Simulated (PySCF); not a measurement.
SMILES [C]1=CCC=C1 (C5H5), doublet at its B3LYP/def2-SVP optimised geometry (Å):

```
10

C      1.3356     0.1579     0.0000
C      0.3158     1.0266     0.0000
C     -0.9458     0.1819     0.0000
C     -0.4380    -1.2392     0.0000
C      0.9172    -1.2392     0.0000
H      0.3344     2.1163     0.0001
H     -1.5777     0.3906     0.8848
H     -1.5777     0.3906    -0.8848
H     -1.0883    -2.1163     0.0000
H      1.5777    -2.1068    -0.0001
```

Computed with unrestricted B3LYP/def2-TZVP in PySCF. Cells within 0.4 Å of a nucleus heavier than hydrogen are left out (blank, or x).

Map of the electrostatic potential (hartree/e), clipped to [-0.08, 0.12] on the plane z = 0.0 Å:

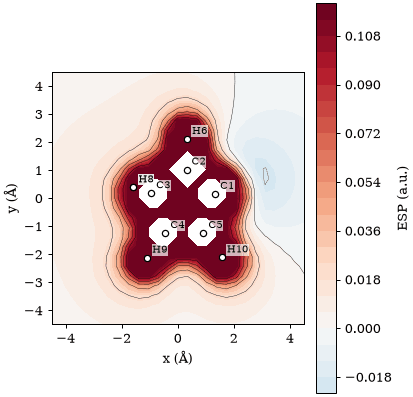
Figure: Electrostatic potential (hartree/e), clipped to [-0.08, 0.12] on the plane z = 0.0 Å.
